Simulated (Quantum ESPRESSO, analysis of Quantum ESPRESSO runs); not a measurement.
# Vacancy formation of the monovacancy in W (PBEsol) (Quantum ESPRESSO)

How near does this set-up come to the measured vacancy formation? Subject: monovacancy in W. Set-up: PBEsol, GBRV 1.5 PBEsol, 32-site cell, PBEsol lattice, k: 4x4x4. The model is a cell of 32 host atoms with 1 W taken out. The formation energy is the energy of the cell with the vacancy less that of the same number of atoms in the perfect cell. A local or semilocal functional is the cheapest first rung.

Measured beforehand: Vacancy formation energy (middle of the quoted range, half its width as the uncertainty), printed as 3.5 to 4.1 eV: 3.8 eV (quoted in “Multiscale Modelling of Crowdion and Vacancy Defects in Body-Centred Cubic Transition Metals”, 2007, P. M. Derlet, D. Nguyen-Manh, S. L. Dudarev, quoting earlier work (1991)). The calculation is set beside it at the end.

Program: Quantum ESPRESSO 7.5. Level of theory: Quantum ESPRESSO plane-wave DFT, PBEsol, GBRV 1.5 PBEsol potentials; relaxation of all atoms of a defect supercell. Results are calculated unless marked as measured.

### Step 1. Starting point

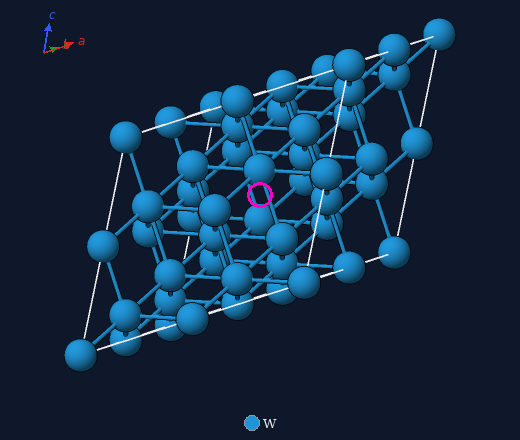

Start, viewed slightly off an axis; tungsten blue. A ring marks the centre wherever it is empty. Some periodic images of atoms are drawn too.

The cell holds 31 atoms: 31 W. Cell: a = 8.907 Å, b = 8.907 Å, c = 8.907 Å, α = 60.0°, β = 60.0°, γ = 60.0°. It derives from W (space group Im-3m). Nearest the centre at fractional (0.500, 0.500, 0.500): W8 at 2.73 Å, W14 at 2.73 Å, W26 at 2.73 Å, W4 at 2.73 Å, W29 at 2.73 Å, W20 at 2.73 Å, W22 at 2.73 Å, W12 at 2.73 Å.

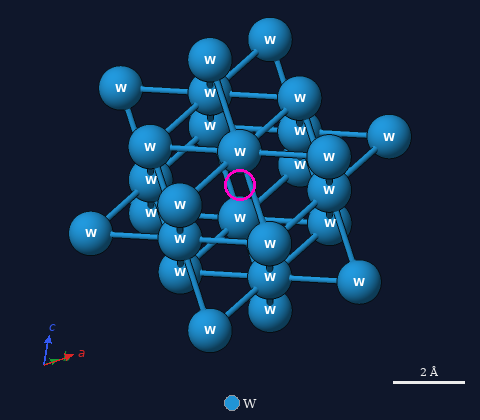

The atoms within 5 Å of the centre. A ring marks the centre wherever it is empty.

The host's primitive cell comes from a first run (Quantum ESPRESSO plane-wave DFT, PBEsol, GBRV 1.5 PBEsol potentials; relaxation of cell and atoms of a defect-free cell): vectors of 2.727, 2.727 and 2.727 Å. That is 15.62 Å³ an atom, 1.5 % under the diffraction cell's volume. The supercell is built on it.

### Step 2. Relaxation, charge 0

Every later number rests on the structure around the defect, so the atoms are relaxed at the host's lattice first.

pw.in

```
&CONTROL
  calculation = 'relax'
  prefix = 'pwscf'
  outdir = './tmp'
  pseudo_dir = './pseudo'
  tprnfor = .true.
  disk_io = 'low'
  nstep = 70
  forc_conv_thr = 0.00078
  etot_conv_thr = 0.0001
/
&SYSTEM
  ibrav = 0
  nat = 31
  ntyp = 1
  ecutwfc = 45
  ecutrho = 360
  nbnd = 282
  occupations = 'smearing'
  smearing = 'mv'
  degauss = 0.00734986
/
&ELECTRONS
  conv_thr = 3d-08
  electron_maxstep = 100
  mixing_beta = 0.5
/
&IONS
  ion_dynamics = 'bfgs'
/
ATOMIC_SPECIES
W    183.8400 w_pbesol_v1.2.uspp.F.UPF
CELL_PARAMETERS angstrom
   0.0000000000    6.2984931941    6.2984931941
   6.2984931941    0.0000000000    6.2984931941
   6.2984931941    6.2984931941    0.0000000000
ATOMIC_POSITIONS crystal
W      0.0000000000    0.0000000000    0.0000000000
W      0.1250000000    0.1250000000    0.1250000000
W      0.2500000000    0.2500000000    0.2500000000
W      0.3750000000    0.3750000000    0.3750000000
W      0.0000000000    0.0000000000    0.5000000000
W      0.1250000000    0.1250000000    0.6250000000
W      0.2500000000    0.2500000000    0.7500000000
W      0.3750000000    0.3750000000    0.8750000000
W      0.0000000000    0.5000000000    0.0000000000
W      0.1250000000    0.6250000000    0.1250000000
W      0.2500000000    0.7500000000    0.2500000000
W      0.3750000000    0.8750000000    0.3750000000
W      0.0000000000    0.5000000000    0.5000000000
W      0.1250000000    0.6250000000    0.6250000000
W      0.2500000000    0.7500000000    0.7500000000
W      0.3750000000    0.8750000000    0.8750000000
W      0.5000000000    0.0000000000    0.0000000000
W      0.6250000000    0.1250000000    0.1250000000
W      0.7500000000    0.2500000000    0.2500000000
W      0.8750000000    0.3750000000    0.3750000000
W      0.5000000000    0.0000000000    0.5000000000
W      0.6250000000    0.1250000000    0.6250000000
W      0.7500000000    0.2500000000    0.7500000000
W      0.8750000000    0.3750000000    0.8750000000
W      0.5000000000    0.5000000000    0.0000000000
W      0.6250000000    0.6250000000    0.1250000000
W      0.7500000000    0.7500000000    0.2500000000
W      0.8750000000    0.8750000000    0.3750000000
W      0.6250000000    0.6250000000    0.6250000000
W      0.7500000000    0.7500000000    0.7500000000
W      0.8750000000    0.8750000000    0.8750000000
K_POINTS automatic
4 4 4 0 0 0
```

Command:

```console
$ OMP_NUM_THREADS=1 mpirun -n 4 pw.x -nk 4 -in pw.in > pw.out
```

Log:

```text
This program is part of the open-source Quantum ESPRESSO suite
     for quantum simulation of materials; please cite
         "P. Giannozzi et al., J. Phys.:Condens. Matter 21 395502 (2009);
         "P. Giannozzi et al., J. Phys.:Condens. Matter 29 465901 (2017);
         "P. Giannozzi et al., J. Chem. Phys. 152 154105 (2020);
          URL
     in publications or presentations arising from this work. More details at

     Message from routine setup:
     using ibrav=0 with symmetry is DISCOURAGED, use correct ibrav instead

     K-points division:     npool     =       4
     Subspace diagonalization in iterative solution of the eigenvalue problem:
     a serial algorithm will be used

     G-vector sticks info
     --------------------
     sticks:   dense  smooth     PW     G-vecs:    dense   smooth      PW
     Sum        7015    3505    955               388703   137483   19603

     Using Slab Decomposition

     bravais-lattice index     =            0
     lattice parameter (alat)  =      16.8326  a.u.
     unit-cell volume          =    3372.3807 (a.u.)^3
     number of atoms/cell      =           31
     number of atomic types    =            1
     number of electrons       =       434.00
     number of Kohn-Sham states=          282
     kinetic-energy cutoff     =      45.0000  Ry
     charge density cutoff     =     360.0000  Ry
     scf convergence threshold =      3.0E-08
     mixing beta               =       0.5000
     number of iterations used =            8  plain     mixing
     energy convergence thresh.=      1.0E-04
     force convergence thresh. =      7.8E-04
     Exchange-correlation= SLA  PW   PSX  PSC
                           (   1   4  10   8   0   0   0)
     nstep                     =           70

     celldm(1)=  16.832574  celldm(2)=   0.000000  celldm(3)=   0.000000
     celldm(4)=   0.000000  celldm(5)=   0.000000  celldm(6)=   0.000000

     crystal axes: (cart. coord. in units of alat)
               a(1) = (   0.000000   0.707107   0.707107 )
               a(2) = (   0.707107   0.000000   0.707107 )
               a(3) = (   0.707107   0.707107   0.000000 )

     reciprocal axes: (cart. coord. in units 2 pi/alat)
               b(1) = ( -0.707107  0.707107  0.707107 )
               b(2) = (  0.707107 -0.707107  0.707107 )
               b(3) = (  0.707107  0.707107 -0.707107 )

     PseudoPot. # 1 for W  read from file:
     w_pbesol_v1.2.uspp.F.UPF
     Pseudo is Ultrasoft + core correction, Zval = 14.0
     Generated by new atomic code, or converted to UPF format
     Using radial grid of  923 points,  8 beta functions with:
                l(1) =   0
                l(2) =   0
                l(3) =   0
                l(4) =   1
                l(5) =   1
                l(6) =   2
                l(7) =   2
                l(8) =   3
     Q(r) pseudized with  6 coefficients,  rinner =    1.350   1.350   1.350
                                                       1.350   1.350   1.350
                                                       1.350

     atomic species   valence    mass     pseudopotential
     W                14.00   183.84000     W ( 1.00)

     48 Sym. Ops., with inversion, found

   Cartesian axes

     site n.     atom                  positions (alat units)
         1        W      tau(   1) = (   0.0000000   0.0000000   0.0000000  )
         2        W      tau(   2) = (   0.1767767   0.1767767   0.1767767  )
         3        W      tau(   3) = (   0.3535534   0.3535534   0.3535534  )
         4        W      tau(   4) = (   0.5303301   0.5303301   0.5303301  )
         5        W      tau(   5) = (   0.3535534   0.3535534   0.0000000  )
         6        W      tau(   6) = (   0.5303301   0.5303301   0.1767767  )
         7        W      tau(   7) = (   0.7071068   0.7071068   0.3535534  )
         8        W      tau(   8) = (   0.8838835   0.8838835   0.5303301  )
         9        W      tau(   9) = (   0.3535534   0.0000000   0.3535534  )
        10        W      tau(  10) = (   0.5303301   0.1767767   0.5303301  )
        11        W      tau(  11) = (   0.7071068   0.3535534   0.7071068  )
        12        W      tau(  12) = (   0.8838835   0.5303301   0.8838835  )
        13        W      tau(  13) = (   0.7071068   0.3535534   0.3535534  )
        14        W      tau(  14) = (   0.8838835   0.5303301   0.5303301  )
        15        W      tau(  15) = (   1.0606602   0.7071068   0.7071068  )
        16        W      tau(  16) = (   1.2374369   0.8838835   0.8838835  )
[...]
24        W      tau(  24) = (   0.8838835   1.2374369   0.8838835  )
        25        W      tau(  25) = (   0.3535534   0.3535534   0.7071068  )
        26        W      tau(  26) = (   0.5303301   0.5303301   0.8838835  )
        27        W      tau(  27) = (   0.7071068   0.7071068   1.0606602  )
        28        W      tau(  28) = (   0.8838835   0.8838835   1.2374369  )
        29        W      tau(  29) = (   0.8838835   0.8838835   0.8838835  )
        30        W      tau(  30) = (   1.0606602   1.0606602   1.0606602  )
        31        W      tau(  31) = (   1.2374369   1.2374369   1.2374369  )

     number of k points=     8  Marzari-Vanderbilt smearing, width (Ry)=  0.0073
                       cart. coord. in units 2pi/alat
        k(    1) = (   0.0000000   0.0000000   0.0000000), wk =   0.0312500
        k(    2) = (   0.1767767   0.1767767  -0.1767767), wk =   0.2500000
        k(    3) = (  -0.3535534  -0.3535534   0.3535534), wk =   0.1250000
        k(    4) = (   0.3535534   0.0000000   0.0000000), wk =   0.1875000
        k(    5) = (  -0.1767767  -0.5303301   0.5303301), wk =   0.7500000
        k(    6) = (   0.0000000  -0.3535534   0.3535534), wk =   0.3750000
        k(    7) = (  -0.7071068   0.0000000   0.0000000), wk =   0.0937500
        k(    8) = (  -0.7071068   0.3535534   0.0000000), wk =   0.1875000

     Dense  grid:   388703 G-vectors     FFT dimensions: ( 108, 108, 108)

     Smooth grid:   137483 G-vectors     FFT dimensions: (  72,  72,  72)

     Initial potential from superposition of free atoms

     starting charge     430.8904, renormalised to     434.0000

     negative rho (up, down):  1.937E+00 0.000E+00
     Starting wfcs are  403 randomized atomic wfcs

     Self-consistent Calculation

     iteration #  1     ecut=    45.00 Ry     beta= 0.50
     Davidson diagonalization with overlap
     ethr =  1.00E-02,  avg # of iterations =  2.0

     Threshold (ethr) on eigenvalues was too large:
     Diagonalizing with lowered threshold

[...]
!    total energy              =   -4930.14338535 Ry
[...]
smearing contrib. (-TS)   =      -0.00080596 Ry
     internal energy E=F+TS    =   -4930.14257939 Ry

     The total energy is F=E-TS. E is the sum of the following terms:
     one-electron contribution =    -546.83725175 Ry
     hartree contribution      =     528.04441925 Ry
     xc contribution           =   -1271.85796137 Ry
     ewald contribution        =   -3639.49178552 Ry

     convergence has been achieved in  10 iterations

[...]
Forces acting on atoms (cartesian axes, Ry/au):

[...]
Total force =     0.002608     Total SCF correction =     0.000062
     Energy error            =      1.6E-04 Ry
     Gradient error          =      5.2E-04 Ry/Bohr

     number of scf cycles    =   4
     number of bfgs steps    =   3

     energy             old  =   -4930.1432208883 Ry
     energy             new  =   -4930.1433853481 Ry

     CASE: energy            _new < energy            _old

     new trust radius        =       0.0008990534 bohr
     new conv_thr            =       0.0000000003 Ry

ATOMIC_POSITIONS (crystal)
[...]
NEW-OLD atomic charge density approx. for the potential

[...]
Self-consistent Calculation

[...]
Threshold (ethr) on eigenvalues was too large:
     Diagonalizing with lowered threshold

[...]
total energy              =   -4930.14338650 Ry
[...]
iteration #  2     ecut=    45.00 Ry     beta= 0.50
     Davidson diagonalization with overlap
     ethr =  1.57E-09,  avg # of iterations =  4.5

[...]
total energy              =   -4930.14338005 Ry
     estimated scf accuracy    <       0.00013027 Ry

     iteration #  3     ecut=    45.00 Ry     beta= 0.50
     Davidson diagonalization with overlap
     ethr =  1.57E-09,  avg # of iterations =  4.4

     negative rho (up, down):  2.051E+00 0.000E+00

     total energy              =   -4930.14339056 Ry
     estimated scf accuracy    <       0.00000030 Ry

     iteration #  4     ecut=    45.00 Ry     beta= 0.50
     Davidson diagonalization with overlap
     ethr =  7.01E-11,  avg # of iterations =  4.1

     negative rho (up, down):  2.051E+00 0.000E+00

     total energy              =   -4930.14339062 Ry
     estimated scf accuracy    <       0.00000030 Ry

     iteration #  5     ecut=    45.00 Ry     beta= 0.50
     Davidson diagonalization with overlap
     ethr =  6.86E-11,  avg # of iterations =  2.1

     negative rho (up, down):  2.051E+00 0.000E+00

     total energy              =   -4930.14339065 Ry
     estimated scf accuracy    <       0.00000007 Ry

     iteration #  6     ecut=    45.00 Ry     beta= 0.50
     Davidson diagonalization with overlap
     ethr =  1.50E-11,  avg # of iterations =  2.0

     negative rho (up, down):  2.051E+00 0.000E+00

     total energy              =   -4930.14339066 Ry
     estimated scf accuracy    <          9.1E-09 Ry

     iteration #  7     ecut=    45.00 Ry     beta= 0.50
     Davidson diagonalization with overlap
     ethr =  2.10E-12,  avg # of iterations =  2.0

     negative rho (up, down):  2.051E+00 0.000E+00

     total energy              =   -4930.14339066 Ry
     estimated scf accuracy    <          6.6E-10 Ry

     iteration #  8     ecut=    45.00 Ry     beta= 0.50
     Davidson diagonalization with overlap
     ethr =  1.51E-13,  avg # of iterations =  3.5

     negative rho (up, down):  2.051E+00 0.000E+00

     total energy              =   -4930.14339066 Ry
     estimated scf accuracy    <          3.7E-10 Ry

     iteration #  9     ecut=    45.00 Ry     beta= 0.50
     Davidson diagonalization with overlap
     ethr =  1.00E-13,  avg # of iterations =  2.0

     negative rho (up, down):  2.051E+00 0.000E+00

     End of self-consistent calculation

          k = 0.0000 0.0000 0.0000 ( 17153 PWs)   bands (ev):

[...]
25.5961  25.5961

          k = 0.1768 0.1768-0.1768 ( 17177 PWs)   bands (ev):

[...]
25.7446  25.7759

          k =-0.3536-0.3536 0.3536 ( 17196 PWs)   bands (ev):

[...]
26.1111  26.1280

          k = 0.3536 0.0000 0.0000 ( 17137 PWs)   bands (ev):

[...]
25.7467  25.7664

          k =-0.1768-0.5303 0.5303 ( 17210 PWs)   bands (ev):

[...]
26.1771  26.2227

          k = 0.0000-0.3536 0.3536 ( 17188 PWs)   bands (ev):

[...]
25.9053  25.9751

          k =-0.7071 0.0000 0.0000 ( 17182 PWs)   bands (ev):

[...]
25.9585  25.9585

          k =-0.7071 0.3536 0.0000 ( 17244 PWs)   bands (ev):

[...]
22.3888  22.3888  22.4214  22.4388  22.4615  22.5376  22.6446  22.6446
    22.8592  22.9260  22.9260  23.0081  23.0620  23.0620  23.1011  23.1269
    23.1715  23.2131  23.2567  23.2567  23.2905  23.3474  23.3474  23.3621
    23.4244  23.4244  23.5050  23.6644  23.8047  24.2043  24.2043  24.3193
    24.5686  24.5686  24.5817  24.6871  24.7131  24.7164  24.7938  24.7938
    24.8478  24.8478  24.8574  25.0058  25.0468  25.0882  25.0882  25.1474
    25.2073  25.2348  25.2348  25.2351  25.2881  25.3000  25.3000  25.3135
    25.3135  25.3184  25.3391  25.3491  25.3491  25.3953  25.4477  26.2699
    26.2699  26.3585

     the Fermi energy is    21.9255 ev

!    total energy              =   -4930.14339066 Ry
     estimated scf accuracy    <          1.7E-11 Ry
     smearing contrib. (-TS)   =      -0.00081288 Ry
     internal energy E=F+TS    =   -4930.14257777 Ry

     The total energy is F=E-TS. E is the sum of the following terms:
     one-electron contribution =    -546.73625335 Ry
     hartree contribution      =     527.99446062 Ry
     xc contribution           =   -1271.85763828 Ry
     ewald contribution        =   -3639.54314677 Ry

     convergence has been achieved in   9 iterations

     negative rho (up, down):  2.051E+00 0.000E+00

     Forces acting on atoms (cartesian axes, Ry/au):

[...]
atom   24 type  1   force =     0.00027357   -0.00027357    0.00027357
     atom   25 type  1   force =     0.00000000   -0.00000000   -0.00000000
     atom   26 type  1   force =     0.00002030    0.00002030   -0.00002030
     atom   27 type  1   force =     0.00000000   -0.00000000    0.00002270
     atom   28 type  1   force =     0.00027357    0.00027357   -0.00027357
     atom   29 type  1   force =    -0.00002030   -0.00002030   -0.00002030
     atom   30 type  1   force =     0.00000000    0.00000000    0.00000000
     atom   31 type  1   force =    -0.00027357   -0.00027357   -0.00027357

     Total force =     0.001345     Total SCF correction =     0.000028
     Energy error            =      5.3E-06 Ry
     Gradient error          =      2.7E-04 Ry/Bohr

     bfgs converged in   5 scf cycles and   4 bfgs steps
     (criteria: energy <  1.0E-04 Ry, force <  7.8E-04 Ry/Bohr)

     End of BFGS Geometry Optimization

     Final energy             =   -4930.1433906559 Ry

     File ./tmp/pwscf.bfgs deleted, as requested
Begin final coordinates

ATOMIC_POSITIONS (crystal)
[...]
W                0.8753027955        0.3740916136        0.8753027955
W                0.5000000000        0.5000000000        0.0000000000
W                0.6239427485        0.6239427485        0.1281717545
W                0.7480368495        0.7480368495        0.2519631505
W                0.8753027955        0.8753027955        0.3740916136
W                0.6239427485        0.6239427485        0.6239427485
W                0.7500000000        0.7500000000        0.7500000000
W                0.8753027955        0.8753027955        0.8753027955
End final coordinates

=------------------------------------------------------------------------------=
   JOB DONE.
=------------------------------------------------------------------------------=
```

Run time: 55 min. Hardware: 4 MPI ranks of Arm Neoverse V1, shared host; peak memory 5.2 GiB; 3.7 h of CPU time.

The steps of the relaxation:

| step | energy less that of the first step (eV) |
| --- | --- |
| 0 | 0.0000 |
| 1 | -0.0538 |
| 2 | -0.0799 |
| 3 | -0.0822 |
| 4 | -0.0822 |

The atoms that moved most (Å):

| atom | dx | dy | dz | length |
| --- | --- | --- | --- | --- |
| W7 | 0.000 | 0.000 | 0.025 | 0.025 |
| W11 | 0.000 | 0.025 | 0.000 | 0.025 |
| W15 | -0.025 | 0.000 | 0.000 | 0.025 |
| W19 | 0.025 | 0.000 | 0.000 | 0.025 |
| W23 | 0.000 | -0.025 | 0.000 | 0.025 |
| W27 | 0.000 | 0.000 | -0.025 | 0.025 |
| W8 | -0.013 | -0.013 | 0.013 | 0.023 |
| W4 | 0.013 | 0.013 | 0.013 | 0.023 |

Final coordinates:

```
CELL_PARAMETERS angstrom
0.00000 6.29849 6.29849
6.29849 0.00000 6.29849
6.29849 6.29849 0.00000
ATOMIC_POSITIONS crystal
W 0.00000 0.00000 0.00000
W 0.12470 0.12470 0.12470
W 0.25000 0.25000 0.25000
W 0.37606 0.37606 0.37606
W 0.00000 0.00000 0.50000
W 0.12470 0.12470 0.62591
W 0.25196 0.25196 0.74804
W 0.37606 0.37606 0.87183
W 0.00000 0.50000 0.00000
W 0.12470 0.62591 0.12470
W 0.25196 0.74804 0.25196
W 0.37606 0.87183 0.37606
W 0.00000 0.50000 0.50000
W 0.12817 0.62394 0.62394
W 0.25196 0.74804 0.74804
W 0.37409 0.87530 0.87530
W 0.50000 0.00000 0.00000
W 0.62591 0.12470 0.12470
W 0.74804 0.25196 0.25196
W 0.87183 0.37606 0.37606
W 0.50000 0.00000 0.50000
W 0.62394 0.12817 0.62394
W 0.74804 0.25196 0.74804
W 0.87530 0.37409 0.87530
W 0.50000 0.50000 0.00000
W 0.62394 0.62394 0.12817
W 0.74804 0.74804 0.25196
W 0.87530 0.87530 0.37409
W 0.62394 0.62394 0.62394
W 0.75000 0.75000 0.75000
W 0.87530 0.87530 0.87530
```

The atoms nearest to the centre after the run:

| atom | distance (Å) |
| --- | --- |
| W4 | 2.704 |
| W14 | 2.704 |
| W29 | 2.704 |
| W20 | 2.704 |
| W22 | 2.704 |
| W26 | 2.704 |
| W12 | 2.704 |
| W8 | 2.704 |

From the first step to the last the energy fell by 0.082 eV, and the largest move was 0.025 Å (W7 and 5 other atoms alike).

[end of part 1 of 2]

[Logs are printed without paths, hosts, clocks, repeated set-up lines and the standing remarks that a program may print on its own settings, such as how far it seeks lower states.]

[Hosts, paths, dates, database ids (printed as entryN), source tags and the programs' standing remarks are cut or masked in the printed files.]

[For some hosts the program warned that the k-mesh of the response run may be too coarse for force constants and the static dielectric constant; such warnings are not shown here.]
